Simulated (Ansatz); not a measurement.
Input

```
crystal:
  periodic: [false, false, false]
  atoms:
    - symbol: C
      position_ang: [-2.131552, -1.273220, -0.045018]
    - symbol: C
      position_ang: [-0.981537, -1.372752, -0.431476]
    - symbol: Al
      position_ang: [0.847398, -1.332275, -0.988453]
    - symbol: F
      position_ang: [1.495583, -2.751307, -1.602954]
    - symbol: H
      position_ang: [-3.148375, -1.203939, 0.291239]
basis:
  gaussian:
    orbitals: def2-TZVPD
magnetization:
  spin_polarized: true
  initial_magnetization: 1
hamiltonian:
  xc: {name: PBE0}
output: {forces: true, orbitals: {seedname: orbitals}}
```

Run with:

```sh
ansatz run input.yaml --threads 1 --pin off --max-ram 2610MiB --events-out events.jsonl --progress --plain --runs-dir runs
```

Geometry: PBE0-D3(BJ)/pcseg-1.

Computed with isolated molecule in a Gaussian basis; Kohn-Sham density functional theory, functional PBE0 in Ansatz.

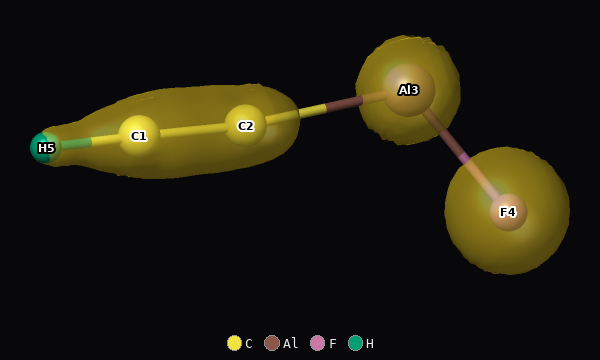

C$_{2}$HAlF (doublet). Isosurface of the total electron density at 1.5 e/Å³ (yellow), seen at a tilt.

**How is the density connected at this value?**

At this value the surface falls into three separate pieces. It bridges the sampled C–C (1.22 Å) and C–H (1.07 Å) contacts, where the density stays above the isovalue. It is pinched off along the sampled Al–F (1.68 Å) and C–Al (1.91 Å) contacts. On the grid the lowest density along these lines, outside the cores, is 2.8 e/Å³ (C–C, 1.22 Å), 0.73 e/Å³ (Al–F, 1.68 Å), 0.64 e/Å³ (C–Al, 1.91 Å) and 1.9 e/Å³ (C–H, 1.07 Å).
